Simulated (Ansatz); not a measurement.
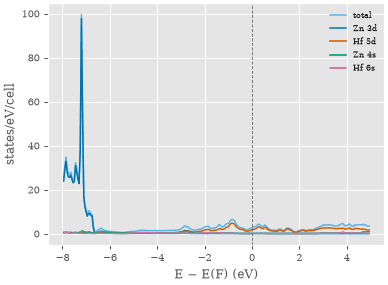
Fig. 1. Total and projected density of states of HfZn$_{2}$ (cubic Laves (MgCu2 type), Fd-3m), r²SCAN (plane waves, PAW; program Ansatz)

**Question.** Which orbitals carry the states next to the Fermi level?

**Answer.** Within 0.5 eV of the Fermi level: Hf 5d 69 %, outside the projected shells 22 %. Projections are on Löwdin-orthogonalised atomic valence shells; empty p or d shells of many metals are not among them.

**Question.** Where is the tallest occupied peak in this window, and what makes it?

**Answer.** Near -7.2 eV, about 100 states/eV per cell; the largest projected share is Zn 3d.

The workflow started from a Materials Project entry (that database holds measured and hypothetical structures alike); the Crystallography Open Database files this formula in space group No. 227, but the cells were not matched. Whether it is the stable phase at ambient conditions was not checked. Symmetry was held in the r²SCAN relaxation; its stability against distortions is not shown here. Spin order of the final state: ferromagnetic, chosen from 4 collinear starts compared on coarse meshes (ties went to the first, and starts can fall back to one state), not a proven ground state. Other orbital occupations within this spin state were not tried. Spin–orbit coupling is left out wherever it is not named.

Potentials: the later of the program's two PAW sets.
